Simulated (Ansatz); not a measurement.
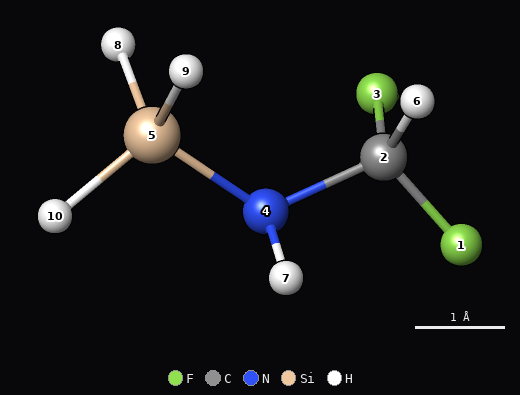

Figure 1. The input geometry (ball-and-stick view, seen at a tilt; atoms are numbered from 1 in the order of the input). Bond lengths as drawn: C–F 1.32 to 1.36 Å, C–H 1.10 Å, C–N 1.49 Å, H–N 1.03 Å, H–Si 1.45 to 1.51 Å and N–Si 1.63 Å.

## Run report: CH5F2NSi, geometry relaxation (part 1 of 2)

The run: geometry relaxation of CH5F2NSi. Method and program: RKS PBE0-D4/def2-SVP (Ansatz 0.2.0).

It belongs to a series of runs on one base structure; here: end point A relaxed. Figures and captions count atoms from 1; the log counts them from 0 in places.

The input
```yaml
crystal:
  periodic: [false, false, false]
  atoms:
    - { symbol: F, position_ang: [-1.3554, -2.0748, -0.2302] }
    - { symbol: C, position_ang: [-0.7586, -1.0351, 0.4041] }
    - { symbol: F, position_ang: [0.0348, -1.6183, 1.2896] }
    - { symbol: "N", position_ang: [0.092, -0.3098, -0.5739] }
    - { symbol: Si, position_ang: [0.8685, 1.0793, -0.2125] }
    - { symbol: H, position_ang: [-1.4987, -0.4071, 0.9282] }
    - { symbol: H, position_ang: [-0.5624, -0.1606, -1.3611] }
    - { symbol: H, position_ang: [1.8879, 0.8218, 0.8644] }
    - { symbol: H, position_ang: [-0.1375, 2.0835, 0.3057] }
    - { symbol: H, position_ang: [1.5124, 1.57, -1.4115] }
basis:
  gaussian: { orbitals: def2-SVP }
hamiltonian:
  xc: pbe0
  dispersion: d4
relax:
  f_tol: 0.02
  max_steps: 50
output:
  orbitals: {}
```

Command:
```bash
ansatz run input.yaml --threads 2 --pin off --max-ram 3072MiB --backend cpu --events-out ev --progress --plain --runs-dir out
```

The program's output
```
The last accepted step is kept in [file] (removed where the run ends without a failure and the disk answers)
Engine: ansatz 0.2.0, x86_64-unknown-linux-gnu
Functional definition: PBE0
  parameter a = 0.25
  parameter kappa = 0.804
  parameter beta = 0.06672455060314922
  exchange = (1 - a)*pbe_x(kappa = kappa, mu = beta*pi^2/3) + a*exact_x
  correlation = pbe_c(beta = beta)
1057 factors; integrals over basis functions are off by at most 3.8e-4 eV
mean field evaluation 1: about -15895.3950 eV, gradient 4.8e1 eV
mean field evaluation 2: about -15892.0803 eV, gradient 6.1e1 eV
mean field evaluation 4: about -15899.5399 eV, gradient 2.0e0 eV
mean field evaluation 8: about -15899.5750 eV, gradient 1.0e-1 eV
mean field evaluation 16: about -15899.5750 eV, gradient 7.7e-6 eV
mean field -15899.57500444 eV, -584.2986042943 hartree, gradient 7.7e-6 eV, S^2 0.000000; 0 other end points of the search recorded, 0 dependent functions left out
the calculation of the forces begins
reference -15899.57502684 eV, -584.2986051174 hartree; 25, 25 occupied and 74, 74 virtual orbitals, 1057 factors
relax step   1: F+E_penalty+E_count = -15899.72508221 eV  Δ(F+E_penalty+E_count) = +0.000e0 eV  max|allowed force component| = 4.309e0 eV/Å  Δτ_max = 0.0000 Å  (26 SCF iters, accepted)
these checks for a lower state are left out or cut short: starts, cluster_reference, orbital_swaps, neighbouring_geometries, increment
1057 factors; integrals over basis functions are off by at most 3.8e-4 eV
mean field -15899.95625465 eV, -584.3126149810 hartree, gradient 2.0e-5 eV, S^2 0.000000; 0 other end points of the search recorded, 0 dependent functions left out
[... from here on the field's lines of each further geometry are left out, up to the last ...]
relax step   2: F+E_penalty+E_count = -15900.10530504 eV  Δ(F+E_penalty+E_count) = -3.802e-1 eV  max|allowed force component| = 2.015e0 eV/Å  Δτ_max = 0.1265 Å  (27 SCF iters, accepted)
relax step   3: F+E_penalty+E_count = -15900.24098589 eV  Δ(F+E_penalty+E_count) = -1.357e-1 eV  max|allowed force component| = 3.879e-1 eV/Å  Δτ_max = 0.0789 Å  (27 SCF iters, accepted)
relax step   4: F+E_penalty+E_count = -15900.19856974 eV  Δ(F+E_penalty+E_count) = +4.242e-2 eV  max|allowed force component| = 1.519e0 eV/Å  Δτ_max = 0.1867 Å  (34 SCF iters, rejected (line search))
relax step   5: F+E_penalty+E_count = -15900.26797915 eV  Δ(F+E_penalty+E_count) = -2.699e-2 eV  max|allowed force component| = 2.509e-1 eV/Å  Δτ_max = 0.0923 Å  (27 SCF iters, accepted)
relax step   6: F+E_penalty+E_count = -15900.28145412 eV  Δ(F+E_penalty+E_count) = -1.347e-2 eV  max|allowed force component| = 1.940e-1 eV/Å  Δτ_max = 0.1000 Å  (27 SCF iters, accepted)
relax step   7: F+E_penalty+E_count = -15900.29360533 eV  Δ(F+E_penalty+E_count) = -1.215e-2 eV  max|allowed force component| = 8.874e-2 eV/Å  Δτ_max = 0.1500 Å  (27 SCF iters, accepted)
relax step   8: F+E_penalty+E_count = -15900.28410684 eV  Δ(F+E_penalty+E_count) = +9.498e-3 eV  max|allowed force component| = 6.048e-1 eV/Å  Δτ_max = 0.1957 Å  (28 SCF iters, rejected (line search))
relax step   9: F+E_penalty+E_count = -15900.29915243 eV  Δ(F+E_penalty+E_count) = -5.547e-3 eV  max|allowed force component| = 1.265e-1 eV/Å  Δτ_max = 0.0978 Å  (27 SCF iters, accepted)
relax step  10: F+E_penalty+E_count = -15900.30508493 eV  Δ(F+E_penalty+E_count) = -5.932e-3 eV  max|allowed force component| = 2.730e-1 eV/Å  Δτ_max = 0.0966 Å  (27 SCF iters, accepted)
relax step  11: F+E_penalty+E_count = -15900.30494526 eV  Δ(F+E_penalty+E_count) = +1.397e-4 eV  max|allowed force component| = 4.439e-1 eV/Å  Δτ_max = 0.1175 Å  (27 SCF iters, rejected (line search))
relax step  12: F+E_penalty+E_count = -15900.31122047 eV  Δ(F+E_penalty+E_count) = -6.136e-3 eV  max|allowed force component| = 1.320e-1 eV/Å  Δτ_max = 0.0587 Å  (26 SCF iters, accepted)
relax step  13: F+E_penalty+E_count = -15900.31708056 eV  Δ(F+E_penalty+E_count) = -5.860e-3 eV  max|allowed force component| = 8.367e-2 eV/Å  Δτ_max = 0.0736 Å  (27 SCF iters, accepted)
relax step  14: F+E_penalty+E_count = -15900.32448841 eV  Δ(F+E_penalty+E_count) = -7.408e-3 eV  max|allowed force component| = 2.212e-1 eV/Å  Δτ_max = 0.1097 Å  (27 SCF iters, accepted)
relax step  15: F+E_penalty+E_count = -15900.32280294 eV  Δ(F+E_penalty+E_count) = +1.685e-3 eV  max|allowed force component| = 6.682e-1 eV/Å  Δτ_max = 0.1463 Å  (27 SCF iters, rejected (line search))
relax step  16: F+E_penalty+E_count = -15900.33440512 eV  Δ(F+E_penalty+E_count) = -9.917e-3 eV  max|allowed force component| = 1.754e-1 eV/Å  Δτ_max = 0.0731 Å  (27 SCF iters, accepted)
relax step  17: F+E_penalty+E_count = -15900.34546753 eV  Δ(F+E_penalty+E_count) = -1.106e-2 eV  max|allowed force component| = 1.520e-1 eV/Å  Δτ_max = 0.0841 Å  (27 SCF iters, accepted)
relax step  18: F+E_penalty+E_count = -15900.35694904 eV  Δ(F+E_penalty+E_count) = -1.148e-2 eV  max|allowed force component| = 2.992e-1 eV/Å  Δτ_max = 0.1220 Å  (28 SCF iters, accepted)
relax step  19: F+E_penalty+E_count = -15900.36219195 eV  Δ(F+E_penalty+E_count) = -5.243e-3 eV  max|allowed force component| = 5.492e-1 eV/Å  Δτ_max = 0.1186 Å  (28 SCF iters, accepted)
relax step  20: F+E_penalty+E_count = -15900.38545988 eV  Δ(F+E_penalty+E_count) = -2.327e-2 eV  max|allowed force component| = 4.729e-1 eV/Å  Δτ_max = 0.2000 Å  (28 SCF iters, accepted)
relax step  21: F+E_penalty+E_count = -15900.38495704 eV  Δ(F+E_penalty+E_count) = +5.028e-4 eV  max|allowed force component| = 4.937e-1 eV/Å  Δτ_max = 0.1382 Å  (27 SCF iters, rejected (line search))
relax step  22: F+E_penalty+E_count = -15900.39226304 eV  Δ(F+E_penalty+E_count) = -6.803e-3 eV  max|allowed force component| = 6.325e-2 eV/Å  Δτ_max = 0.0672 Å  (28 SCF iters, accepted)
relax step  23: F+E_penalty+E_count = -15900.39302161 eV  Δ(F+E_penalty+E_count) = -7.586e-4 eV  max|allowed force component| = 1.525e-1 eV/Å  Δτ_max = 0.0962 Å  (27 SCF iters, accepted)
relax step  24: F+E_penalty+E_count = -15900.39414462 eV  Δ(F+E_penalty+E_count) = -1.123e-3 eV  max|allowed force component| = 5.442e-2 eV/Å  Δτ_max = 0.0189 Å  (29 SCF iters, accepted)
relax step  25: F+E_penalty+E_count = -15900.39435766 eV  Δ(F+E_penalty+E_count) = -2.130e-4 eV  max|allowed force component| = 2.573e-2 eV/Å  Δτ_max = 0.0107 Å  (29 SCF iters, accepted)
the calculation of the forces begins
reference -15900.24321114 eV, -584.3231604374 hartree; 25, 25 occupied and 74, 74 virtual orbitals, 1057 factors
relax step  26: F+E_penalty+E_count = -15900.39438858 eV  Δ(F+E_penalty+E_count) = -3.091e-5 eV  max|allowed force component| = 8.094e-3 eV/Å  Δτ_max = 0.0083 Å  (22 SCF iters, accepted)
1057 factors; integrals over basis functions are off by at most 4.6e-4 eV
mean field evaluation 192: about -15900.2123 eV, gradient 1.5e-1 eV
```

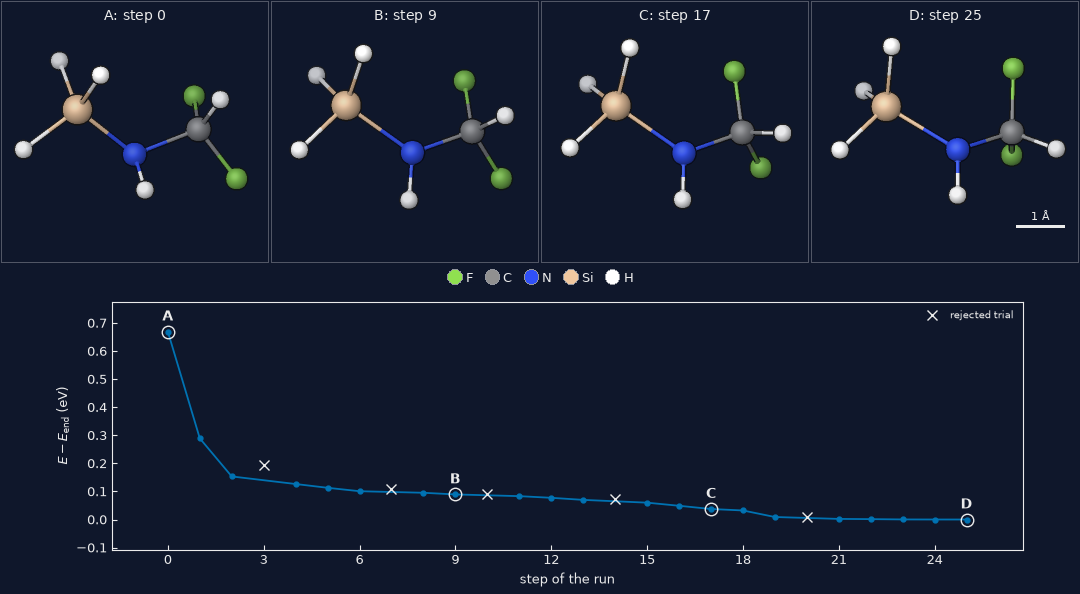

Figure 2. Frames of the relaxation (ball-and-stick view, seen at a tilt) above the curves, on which the letters mark them (the first geometry is step 0 here and step 1 in the log).

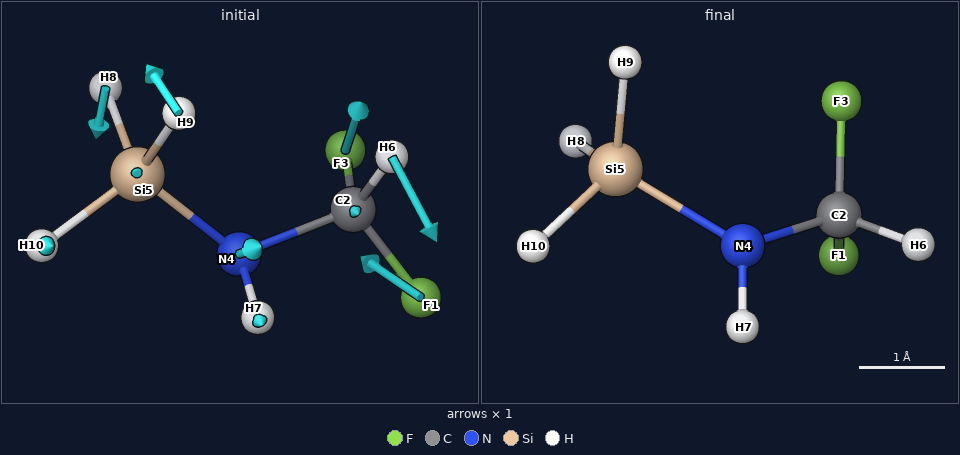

Figure 3. Before (left) and after (right) the relaxation, at one scale (ball-and-stick view, seen at a tilt). The teal arrows give the displacements, at true length. Over 25 geometry steps the energy falls by 0.669 eV. Largest force component: 4.3 eV/Å at the start, 0.0081 eV/Å at the end. The line search rejected the trial steps at points 3, 7, 10, 14, 20 (counted from 0) and went back. The largest move after the best rigid fit is that of F3, 1.28 Å. Largest moves by element: F 1.28 Å, H 1.19 Å, N 0.57 Å, C 0.14 Å, Si 0.11 Å. Among the contacts that change: N4–Si5 1.632 → 1.757 Å, C2–N4 1.485 → 1.396 Å, Si5–H10 1.447 → 1.491 Å, C2–F3 1.324 → 1.352 Å. Among the angles that change: C2–N4–H7 102.1° → 114.4°, Si5–N4–H7 110.3° → 119.2°, F1–C2–H6 111.3° → 106.7°. (Atoms are counted from 1 in the order of the input.)

```
mean field -15900.24318810 eV, -584.3231595906 hartree, gradient 2.0e-5 eV, S^2 0.000000; 1 other end points of the search recorded, 0 dependent functions left out
the calculation of the forces begins
reference -15900.24321114 eV, -584.3231604374 hartree; 25, 25 occupied and 74, 74 virtual orbitals, 1057 factors
Total energy: -15900.39441162 eV, -584.3287169526 hartree
Atom 0 at    -0.259169    -2.195401     0.178371 Å, force    -0.002724     0.000222    -0.000530 eV/Å
Atom 1 at    -0.894647    -1.000639     0.339322 Å, force     0.008094     0.001533     0.002010 eV/Å
Atom 2 at    -0.664117    -0.623129     1.617427 Å, force    -0.000487     0.001332     0.001328 eV/Å
Atom 3 at    -0.407957    -0.005127    -0.509379 Å, force    -0.006367    -0.002734    -0.001344 eV/Å
Atom 4 at     0.963438     1.028760    -0.140033 Å, force     0.002015    -0.003547    -0.004227 eV/Å
Atom 5 at    -1.973973    -1.194684     0.206767 Å, force    -0.003028    -0.003546    -0.000209 eV/Å
Atom 6 at    -0.727138    -0.079236    -1.467737 Å, force     0.002207     0.001909     0.000681 eV/Å
Atom 7 at     2.158628     0.261917     0.318991 Å, force    -0.002100     0.000967    -0.000157 eV/Å
Atom 8 at     0.623943     2.048622     0.892598 Å, force    -0.000113     0.001159     0.000626 eV/Å
Atom 9 at     1.263993     1.707814    -1.433526 Å, force     0.002505     0.002706     0.001823 eV/Å
Dipole moment:    -0.222734     0.165252    -0.382887 e Å
```

Trajectory as extended XYZ (Å, eV, eV/Å), 21 of the 26 frames kept, from step=1 to step=26
```
10
Properties=species:S:1:pos:R:3:forces:R:3 step=1 energy=-15899.72508
F    -1.3554   -2.0748   -0.2302   -0.4394   0.8848  -0.1757
C    -0.7586   -1.0351    0.4041    1.7255  -0.5166  -1.5811
F     0.0348   -1.6183    1.2896    0.5057   0.2942   0.9556
N     0.0920   -0.3098   -0.5739   -4.3087  -4.0761  -0.4073
Si    0.8685    1.0793   -0.2125    1.6403   2.9955   2.1311
H    -1.4987   -0.4071    0.9282   -0.2540  -0.0489  -0.0606
H    -0.5624   -0.1606   -1.3611    0.6555  -0.2167   0.0482
H     1.8879    0.8218    0.8644   -0.1378   0.1357  -0.1651
H    -0.1375    2.0835    0.3057    0.2761   0.1870  -0.0166
H     1.5124    1.5700   -1.4115    0.3368   0.3611  -0.7285
10
Properties=species:S:1:pos:R:3:forces:R:3 step=2 energy=-15900.10530
F    -1.3881   -2.0756   -0.2374   -0.0317   0.2451  -0.0246
C    -0.7507   -1.0711    0.3997    0.4288   0.3186  -0.9628
F     0.0429   -1.6199    1.3187    0.2642   0.1220   0.2491
N     0.0381   -0.3323   -0.5688   -2.0146  -1.9293  -0.1724
Si    0.8615    1.0915   -0.1897    0.9335   1.7274   0.9326
H    -1.5071   -0.4437    0.9091   -0.1060  -0.1422   0.1401
H    -0.5489   -0.2253   -1.4076    0.4045  -0.2129   0.2107
H     1.8912    0.8478    0.8660   -0.0533  -0.0426  -0.0795
H    -0.0562    2.1763    0.3336    0.1039  -0.0994  -0.0457
H     1.5003    1.6012   -1.4207    0.0707   0.0134  -0.2475
10
Properties=species:S:1:pos:R:3:forces:R:3 step=3 energy=-15900.24099
F    -1.3781   -2.0822   -0.2503   -0.0260  -0.1718  -0.0186
C    -0.7663   -1.0691    0.3902   -0.1245   0.2940  -0.2167
F     0.0616   -1.5730    1.3176    0.0858  -0.0700   0.1724
N    -0.0208   -0.3249   -0.5530   -0.3856   0.0563  -0.3879
Si    0.8706    1.1262   -0.1623    0.1568   0.2295   0.0046
H    -1.5580   -0.4976    0.9221    0.0564  -0.0882   0.0683
H    -0.5193   -0.2859   -1.4483    0.2495  -0.1114   0.3050
H     1.9116    0.8336    0.8603    0.0019  -0.0221  -0.0115
H    -0.0087    2.2264    0.3674    0.0457  -0.0510  -0.0009
H     1.4905    1.5953   -1.4409   -0.0602  -0.0653   0.0853
10
Properties=species:S:1:pos:R:3:forces:R:3 step=5 energy=-15900.26798
F    -1.3345   -2.1114   -0.2595    0.0571   0.1085   0.0082
C    -0.7933   -1.0523    0.3828    0.0838  -0.2045   0.1460
F     0.0555   -1.5196    1.3317   -0.0795   0.0771  -0.0744
N    -0.0818   -0.2678   -0.5433   -0.2062   0.0561  -0.2509
Si    0.8761    1.1509   -0.1561   -0.0836  -0.1650  -0.0302
H    -1.6166   -0.5468    0.9287    0.0071   0.0236  -0.0371
H    -0.4732   -0.3585   -1.4819    0.1903   0.0613   0.2374
H     1.9344    0.8011    0.8298    0.0239   0.0082  -0.0093
H     0.0494    2.2596    0.4207    0.0172   0.0223   0.0034
H     1.4670    1.5938   -1.4502   -0.0101   0.0124   0.0069
10
Properties=species:S:1:pos:R:3:forces:R:3 step=6 energy=-15900.28145
F    -1.2558   -2.1425   -0.2711    0.0050   0.0225   0.0955
C    -0.8196   -1.0457    0.3887   -0.1103  -0.0472  -0.1940
F     0.0206   -1.4397    1.3705    0.0660   0.0056   0.0222
N    -0.1467   -0.2174   -0.5290    0.0102   0.0486   0.0731
Si    0.8785    1.1486   -0.1520   -0.0622  -0.0264  -0.0179
H    -1.6976   -0.5953    0.8957    0.0192   0.0104  -0.0346
H    -0.4160   -0.4001   -1.4894    0.0388   0.0133   0.0401
H     1.9827    0.7594    0.7679    0.0289   0.0082  -0.0017
H     0.1177    2.2723    0.4845    0.0182  -0.0203   0.0119
H     1.4191    1.6091   -1.4631   -0.0139  -0.0147   0.0056
10
Properties=species:S:1:pos:R:3:forces:R:3 step=7 energy=-15900.29361
F    -1.1863   -2.1827   -0.2437   -0.0255  -0.0161  -0.0069
C    -0.8519   -1.0334    0.3770    0.0251  -0.0120   0.0887
F    -0.0619   -1.3336    1.4370   -0.0037   0.0348   0.0003
N    -0.1511   -0.2131   -0.5209   -0.0289   0.0464  -0.0292
Si    0.8885    1.1372   -0.1424    0.0586  -0.0132  -0.0132
H    -1.7805   -0.5986    0.7983   -0.0166  -0.0173  -0.0219
H    -0.3398   -0.4364   -1.4897   -0.0023  -0.0111  -0.0456
H     2.0806    0.7337    0.6572    0.0108   0.0181  -0.0051
H     0.1738    2.2188    0.6041   -0.0281  -0.0351   0.0265
H     1.3116    1.6570   -1.4742    0.0105   0.0054   0.0062
```
